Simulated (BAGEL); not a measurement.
# GaH2ClO (SMILES [OH][GaH][Cl]): a chain of runs

Aim: the energy (HF/def2-SV(P)), then a single-point energy (NEVPT2(2,2)/def2-SV(P)), then the energy (CASPT2(2,2)/def2-SV(P)) of GaH2ClO. 

Program for the calculation: BAGEL 1.2.2.

1 further run of the same task is left out (set aside as unsound or not needed).

## Step 1: Starting point

GaH2ClO has 5 atoms, charge 0, and is taken as a singlet. SMILES: `[OH][GaH][Cl]`. One bond was lengthened or shortened from a relaxed shape.

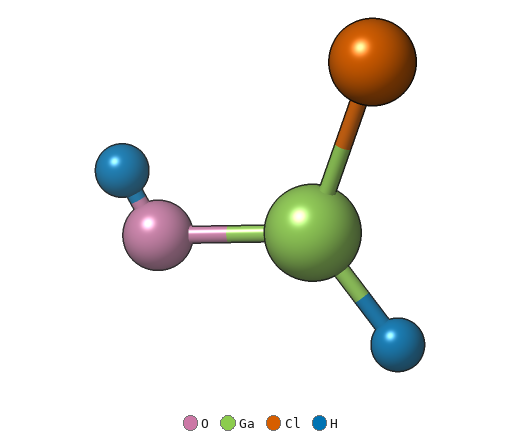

The structure, seen from a chosen angle (oxygen pink, gallium green, chlorine orange, hydrogen blue).

## Step 2: A single-point energy at HF/def2-SV(P) (density fitting with svp-jkfit) (run 1)

The input, input.json:

```json
{ "bagel" : [

{
  "title" : "molecule",
  "basis" : "def2-sv_p_.json",
  "df_basis" : "svp-jkfit",
  "angstrom" : false,
  "geometry" : [
    { "atom" : "O", "xyz" : [ -2.32509257,  0.74895327, -0.97455066 ] },
    { "atom" : "Ga", "xyz" : [  0.74079910,  0.16710659,  0.24073221 ] },
    { "atom" : "Cl", "xyz" : [  1.60534880, -3.73461094,  0.91801005 ] },
    { "atom" : "H", "xyz" : [ -3.16018900, -0.53252482, -1.17597657 ] },
    { "atom" : "H", "xyz" : [  2.64413125,  2.30722143,  0.77117833 ] }
  ]
},
{
  "title" : "hf"
},
{
  "title" : "print",
  "file" : "orbitals.molden",
  "orbitals" : true
}

]}
```

The basis set def2-SV(P) is read from a file made from the Basis Set Exchange's data (not shown).

Command:

```console
$ BAGEL_NUM_THREADS=1 BAGEL input.json > input.out
```

The log of the run:

```text
* using 1 threads per process

  ===============================================================
  ===============================================================

  *** Geometry ***

  { "atom" : "O", "xyz" : [     -2.325093,      0.748953,     -0.974551 ] },
  { "atom" : "Ga", "xyz" : [      0.740799,      0.167107,      0.240732 ] },
  { "atom" : "Cl", "xyz" : [      1.605349,     -3.734611,      0.918010 ] },
  { "atom" : "H", "xyz" : [     -3.160189,     -0.532525,     -1.175977 ] },
  { "atom" : "H", "xyz" : [      2.644131,      2.307221,      0.771178 ] },

  Number of auxiliary basis functions:      507

  Since a DF basis is specified, we compute 2- and 3-index integrals:
    o Being stored without compression. Storage requirement is 0.019 GB

  Number of basis functions:       68
  Number of electrons      :       58

    * METHOD: MOLECULE                             0.24

  *** RHF ***

  === Nuclear Repulsion ===
   256.1633292101

      * DIIS with orbital gradients will be used.

  === RHF iteration (def2-sv_p_.json) ===
      0      -2458.17090571          0.02221472           0.07
      1      -2458.28152992          0.01640184           0.06
      2      -2458.36856848          0.00117004           0.06
      3      -2458.36943240          0.00039177           0.07
      4      -2458.36951354          0.00009070           0.06
      5      -2458.36951801          0.00003246           0.06
      6      -2458.36951860          0.00001161           0.06
      7      -2458.36951873          0.00000211           0.07
      8      -2458.36951873          0.00000061           0.07
      9      -2458.36951873          0.00000021           0.07
     10      -2458.36951873          0.00000008           0.06
     11      -2458.36951873          0.00000003           0.06
     12      -2458.36951873          0.00000001           0.06
    * SCF iteration converged.

    * Permanent dipole moment:
           (   -0.110738,    -0.139168,    -0.029853) a.u.

    * METHOD: HF                                   1.05

    * METHOD: PRINT                                0.01

  ===============================================================
```

It took 1.4 s on 1 thread of Arm Neoverse V1, shared host; peak memory 0.11 GiB.

## Step 3: A single-point energy at NEVPT2(2,2)/def2-SV(P) (density fitting with svp-jkfit) (run 2)

The input, input.json:

```json
{ "bagel" : [

{
  "title" : "molecule",
  "basis" : "def2-sv_p_.json",
  "df_basis" : "svp-jkfit",
  "angstrom" : false,
  "geometry" : [
    { "atom" : "O", "xyz" : [    -2.32509257,     0.74895327,    -0.97455066 ] },
    { "atom" : "Ga", "xyz" : [     0.74079910,     0.16710659,     0.24073221 ] },
    { "atom" : "Cl", "xyz" : [     1.60534880,    -3.73461094,     0.91801005 ] },
    { "atom" : "H", "xyz" : [    -3.16018900,    -0.53252482,    -1.17597657 ] },
    { "atom" : "H", "xyz" : [     2.64413125,     2.30722143,     0.77117833 ] }
  ]
},

{
  "title" : "hf"
},

{
  "title" : "casscf",
  "nstate" : 1,
  "nact" : 2,
  "nclosed" : 28,
  "active" : [23, 35],
  "maxiter" : 200,
  "natocc" : true
},

{
  "title" : "nevpt2",
  "nstate" : 1,
  "nact" : 2,
  "nclosed" : 28,
  "active" : [23, 35],
  "maxiter" : 200,
  "natocc" : true,
  "ncore" : 15
},

{
  "title" : "print",
  "file" : "orbitals.molden",
  "orbitals" : true
}

]}
```

The basis set def2-SV(P) is read from a file made from the Basis Set Exchange's data (not shown).

Command:

```console
$ BAGEL_NUM_THREADS=1 BAGEL input.json > input.out
```

The log of the run:

```text
* using 1 threads per process

  ===============================================================
  ===============================================================

  *** Geometry ***

  { "atom" : "O", "xyz" : [     -2.325093,      0.748953,     -0.974551 ] },
  { "atom" : "Ga", "xyz" : [      0.740799,      0.167107,      0.240732 ] },
  { "atom" : "Cl", "xyz" : [      1.605349,     -3.734611,      0.918010 ] },
  { "atom" : "H", "xyz" : [     -3.160189,     -0.532525,     -1.175977 ] },
  { "atom" : "H", "xyz" : [      2.644131,      2.307221,      0.771178 ] },

  Number of auxiliary basis functions:      507

  Since a DF basis is specified, we compute 2- and 3-index integrals:
    o Being stored without compression. Storage requirement is 0.019 GB

  Number of basis functions:       68
  Number of electrons      :       58

    * METHOD: MOLECULE                             0.23

  *** RHF ***

  === Nuclear Repulsion ===
   256.1633292101

      * DIIS with orbital gradients will be used.

  === RHF iteration (def2-sv_p_.json) ===
      0      -2458.17090571          0.02221472           0.07
      1      -2458.28152992          0.01640184           0.06
      2      -2458.36856848          0.00117004           0.06
      3      -2458.36943240          0.00039177           0.06
      4      -2458.36951354          0.00009070           0.06
      5      -2458.36951801          0.00003246           0.06
      6      -2458.36951860          0.00001161           0.06
      7      -2458.36951873          0.00000211           0.06
      8      -2458.36951873          0.00000061           0.06
      9      -2458.36951873          0.00000021           0.06
     10      -2458.36951873          0.00000008           0.06
     11      -2458.36951873          0.00000003           0.06
     12      -2458.36951873          0.00000001           0.06
    * SCF iteration converged.

    * Permanent dipole moment:
           (   -0.110738,    -0.139168,    -0.029853) a.u.

    * METHOD: HF                                   1.02

  ---------------------------
      CASSCF calculation
  ---------------------------

    ==== Active orbitals : =====
         Orbital 23
         Orbital 35
    ============================

    * nstate   :      1
    * nclosed  :     28
    * nact     :      2
    * nvirt    :     38
  === CASSCF iteration (def2-sv_p_.json) ===

    * Using the second-order algorithm

      0  0     -2458.36968465     5.48e-05      0.02

      1  0     -2458.37292412     6.42e-04      0.29

      2  0     -2458.38389644     6.21e-04      0.31

      3  0     -2458.38561950     2.52e-04      0.37

      4  0     -2458.38591416     3.30e-05      0.37

      5  0     -2458.38591941     9.00e-06      0.38

      6  0     -2458.38591946     2.74e-06      0.37

      7  0     -2458.38591947     7.94e-07      0.39

      8  0     -2458.38591947     2.22e-07      0.37

      9  0     -2458.38591947     6.11e-08      0.34

     10  0     -2458.38591947     1.67e-08      0.29

     11  0     -2458.38591947     4.58e-09      0.29

    * Second-order optimization converged. *

     guess   0:   closed 1.                   open ..

  === FCI iteration ===

      0  0     -2458.36942971     1.07e-01      0.00
      1  0     -2458.38590906     2.03e-03      0.00
      2  0 *   -2458.38591947     6.26e-16      0.00

     * ci vector, state   0, <S^2> = 0.0000
       2.     0.9970499340
       .2    -0.0767556458

    * METHOD: CASSCF                               3.93

    * freezing 15 orbitals

  === DF-NEVPT2 calculation ===

    * 3-index integral transformation done
    * assembly done

      NEVPT2 correlation energy:   -0.4957259444      0.08

          (+0)     -0.4261147481
          (+0)'    -0.0342558275
          (+1)     -0.0036668762
          (+1)'    -0.0000000000
          (+2)     -0.0003140675
          (-1)     -0.0263203920
          (-1)'     0.0000000000
          (-2)     -0.0050540332

      NEVPT2 total energy:       -2458.8816454101

    * METHOD: NEVPT2                               0.20

    * METHOD: PRINT                                0.01

  ===============================================================
```

It took 5.7 s on 1 thread of Arm Neoverse V1, shared host; peak memory 0.14 GiB.

## Step 4: The energy at CASPT2(2,2)/def2-SV(P) (density fitting with svp-jkfit) (run 3)

The input, input.json:

```json
{ "bagel" : [

{
  "title" : "molecule",
  "basis" : "def2-sv_p_.json",
  "df_basis" : "svp-jkfit",
  "geometry" : [
    { "atom" : "O", "xyz" : [ -2.32509257,  0.74895327, -0.97455066 ] },
    { "atom" : "Ga", "xyz" : [  0.74079910,  0.16710659,  0.24073221 ] },
    { "atom" : "Cl", "xyz" : [  1.60534880, -3.73461094,  0.91801005 ] },
    { "atom" : "H", "xyz" : [ -3.16018900, -0.53252482, -1.17597657 ] },
    { "atom" : "H", "xyz" : [  2.64413125,  2.30722143,  0.77117833 ] }
  ]
},
{ "title" : "hf" },
{ "title" : "casscf", "nstate" : 1, "nact" : 2, "nclosed" : 28, "active" : [23, 35], "maxiter" : 200, "natocc" : "true" },
{ "title" : "print", "file" : "orbitals.molden", "orbitals" : "true" },
{ "title" : "smith", "method" : "caspt2", "ms" : "true", "xms" : "true", "sssr" : "true", "shift" : 0.2, "shift_imag" : "true", "ncore" : 15 }

]}
```

The basis set def2-SV(P) is read from a file made from the Basis Set Exchange's data (not shown).

Command:

```console
$ BAGEL_NUM_THREADS=1 BAGEL input.json > input.out
```

The log of the run:

```text
* using 1 threads per process

  ===============================================================
  ===============================================================

  *** Geometry ***

  { "atom" : "O", "xyz" : [     -2.325093,      0.748953,     -0.974551 ] },
  { "atom" : "Ga", "xyz" : [      0.740799,      0.167107,      0.240732 ] },
  { "atom" : "Cl", "xyz" : [      1.605349,     -3.734611,      0.918010 ] },
  { "atom" : "H", "xyz" : [     -3.160189,     -0.532525,     -1.175977 ] },
  { "atom" : "H", "xyz" : [      2.644131,      2.307221,      0.771178 ] },

  Number of auxiliary basis functions:      507

  Since a DF basis is specified, we compute 2- and 3-index integrals:
    o Being stored without compression. Storage requirement is 0.019 GB

  Number of basis functions:       68
  Number of electrons      :       58

    * METHOD: MOLECULE                             0.23

  *** RHF ***

  === Nuclear Repulsion ===
   256.1633292101

      * DIIS with orbital gradients will be used.

  === RHF iteration (def2-sv_p_.json) ===
      0      -2458.17090571          0.02221472           0.07
      1      -2458.28152992          0.01640184           0.07
      2      -2458.36856848          0.00117004           0.07
      3      -2458.36943240          0.00039177           0.07
      4      -2458.36951354          0.00009070           0.07
      5      -2458.36951801          0.00003246           0.07
      6      -2458.36951860          0.00001161           0.07
      7      -2458.36951873          0.00000211           0.07
      8      -2458.36951873          0.00000061           0.07
      9      -2458.36951873          0.00000021           0.07
     10      -2458.36951873          0.00000008           0.07
     11      -2458.36951873          0.00000003           0.07
     12      -2458.36951873          0.00000001           0.07
    * SCF iteration converged.

    * Permanent dipole moment:
           (   -0.110738,    -0.139168,    -0.029853) a.u.

    * METHOD: HF                                   1.11

  ---------------------------
      CASSCF calculation
  ---------------------------

    ==== Active orbitals : =====
         Orbital 23
         Orbital 35
    ============================

    * nstate   :      1
    * nclosed  :     28
    * nact     :      2
    * nvirt    :     38
  === CASSCF iteration (def2-sv_p_.json) ===

    * Using the second-order algorithm

      0  0     -2458.36968465     5.48e-05      0.02

      1  0     -2458.37292412     6.42e-04      0.30

      2  0     -2458.38389644     6.21e-04      0.30

      3  0     -2458.38561950     2.52e-04      0.36

      4  0     -2458.38591416     3.30e-05      0.36

      5  0     -2458.38591941     9.00e-06      0.37

      6  0     -2458.38591946     2.74e-06      0.35

      7  0     -2458.38591947     7.94e-07      0.37

      8  0     -2458.38591947     2.22e-07      0.34

      9  0     -2458.38591947     6.11e-08      0.33

     10  0     -2458.38591947     1.67e-08      0.28

     11  0     -2458.38591947     4.58e-09      0.28

    * Second-order optimization converged. *

     guess   0:   closed 1.                   open ..

  === FCI iteration ===

      0  0     -2458.36942971     1.07e-01      0.00
      1  0     -2458.38590906     2.03e-03      0.00
      2  0 *   -2458.38591947     6.26e-16      0.00

     * ci vector, state   0, <S^2> = 0.0000
       2.     0.9970499340
       .2    -0.0767556458

    * METHOD: CASSCF                               3.80

    * METHOD: PRINT                                0.01

  === SMITH program ===

    * freezing 15 orbitals

    * Approximate memory requirement for SMITH calulation per MPI process:
      o Storage requirement for T-amplitude, lambda, and residual is 0.01 GB
      o Storage requirement for MO integrals is 0.00 GB
    * Calculating and saving rdm4f

    * Zeroth order energy : state  0       -1.8128949416

    * CASPT2 iteration is performed using orthogonal basis

      -------------------------------------------  CASPT2 iteration  ---------------------------------------------------
       #      aibj      arbs      arbi      airj      risj      airs      arst      rist         Etot      error   time
      ------------------------------------------------------------------------------------------------------------------

       0  -0.42573  -0.00591  -0.02723  -0.00394  -0.00042  -0.03008  -0.00000  -0.00000   -0.4933055  0.0027469   0.04
       1  -0.42606  -0.00599  -0.02744  -0.00403  -0.00045  -0.03097  -0.00000  -0.00000   -0.4949479  0.0004918   0.04
       2  -0.42612  -0.00599  -0.02741  -0.00404  -0.00045  -0.03102  -0.00000  -0.00000   -0.4950334  0.0001088   0.04
       3  -0.42612  -0.00599  -0.02741  -0.00403  -0.00046  -0.03104  -0.00000  -0.00000   -0.4950364  0.0000248   0.04
       4  -0.42612  -0.00599  -0.02740  -0.00402  -0.00046  -0.03104  -0.00000  -0.00000   -0.4950366  0.0000064   0.04
       5  -0.42612  -0.00599  -0.02741  -0.00403  -0.00046  -0.03104   0.00000  -0.00000   -0.4950366  0.0000015   0.04
       6  -0.42612  -0.00599  -0.02741  -0.00403  -0.00046  -0.03104   0.00000  -0.00000   -0.4950366  0.0000004   0.04

      ------------------------------------------------------------------------------------------------------------------

    * CASPT2 energy : state  0    -2458.8828738172
        w/o shift correction      -2458.8809560904
        reference weight              0.8784071827

    * METHOD: SMITH                                0.44

  ===============================================================
```

Run time: 6 s. Hardware: 1 thread of Arm Neoverse V1, shared host; peak memory 0.15 GiB.

## Step 5: Summary of results

| quantity | value |
| --- | --- |
| run 1, HF/def2-SV(P): total energy | -2458.36952 Eh |
| run 1, HF/def2-SV(P): dipole moment | 0.46 D |
| run 1, HF/def2-SV(P): HOMO energy | -12.29 eV |
| run 1, HF/def2-SV(P): LUMO energy | 1.79 eV |
| run 1, HF/def2-SV(P): HOMO–LUMO gap | 14.07 eV |
| run 2, NEVPT2(2,2)/def2-SV(P): total energy | -2458.88165 Eh |
| run 3, CASPT2(2,2)/def2-SV(P): total energy | -2458.88287 Eh |
